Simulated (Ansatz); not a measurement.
```xyz
10

Ga    0.0180   -0.4093   -0.0836
H     0.0190   -0.4813    1.4782
O     1.4514   -0.4318   -1.1254
H     2.2994   -0.5202   -0.6786
O    -1.4624   -0.2552   -1.0415
H    -2.2839   -0.2508   -0.5390
P    -0.0885    2.7606    1.3777
H     1.1547    3.0214    2.0215
H     0.5188    2.5317    0.1073
H    -0.0697    1.3770    1.7175
```

Not at a stationary point (largest force 0.5 eV/Å).

All numbers below come from RKS CAM-B3LYP-D4/def2-SVP (Ansatz).

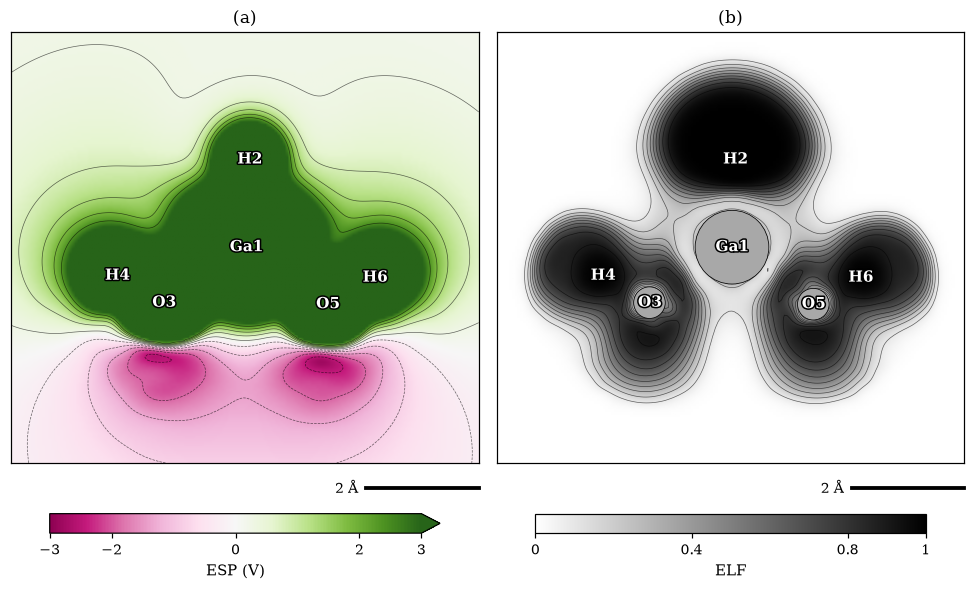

GaH3O2···PH3. (a) molecular electrostatic potential; (b) electron localisation function on the plane of atoms H2, Ga1 and O3. Grey discs cover the atomic cores in the ELF map.

Q: Describe what can be read from this map.

A:
- The section cuts through Ga, H and O sites.
- Ga–O (1.77 Å): the ELF peaks at about 0.85 in the valence shell of O, 0.6 Å from its nucleus, and is about 0.20 at the midpoint.
- O–H (0.96 Å): the ELF climbs to about 1 towards the hydrogen, as it does in any bond to H; an ordinary covalent bond to hydrogen.
- Ga–H (1.56 Å): the ELF climbs to about 1 towards the hydrogen.
- The ELF also peaks beside O3 and O5, away from the bonds: lone-pair regions.
- Outside the dense part of the complex the potential is most negative (−2.6 V) near O5.
